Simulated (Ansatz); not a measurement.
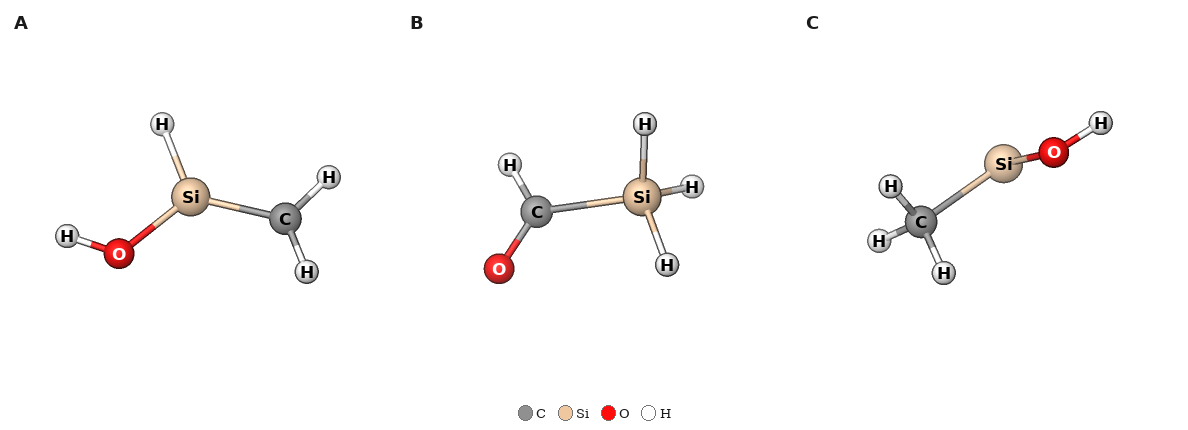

3 stationary structures of one formula. Geometries: PBE0-D4/def2-TZVP. Electronic energies: ωB97M-V/def2-TZVPP (Ansatz 0.2.0), without zero-point energy. No frequency run is at hand to confirm each as a minimum. Each is one conformer, not always the lowest.

Which is lowest in energy, and by how much?

C is lowest; A lies 0.665 eV above it (Cs), B lies 1.508 eV above it (Cs).
